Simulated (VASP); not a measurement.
Band structure of BaTiO$_{3}$ (cubic perovskite). Computed with AM05 GGA, VASP's PBE PAW potentials (set 64) (plane waves; VASP 6.6.1).

Unless said otherwise, spin-orbit coupling is left out, though it shifts the bands of the heavy elements here.

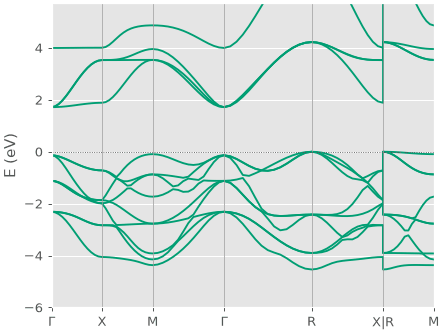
Fig. 1. Bands along high-symmetry lines, zero at the valence-band maximum or, without a gap, the Fermi level

Q: Read the plot: is there a gap, and where are the band edges?

A: The gap is indirect, 1.72 eV, from the valence maximum at R to the conduction minimum at Γ. (Edges off the drawn lines would not show.)

Measured: gap 3.20 eV (computed value off by -1.48 eV), as given by Yu-ichiro Matsushita et al., Physical Review B (2011), arXiv:1104.2769.

The compound is BaTiO3 in the cubic perovskite structure, the ideal cubic form; the compound distorts at low or room temperature. It was relaxed first.
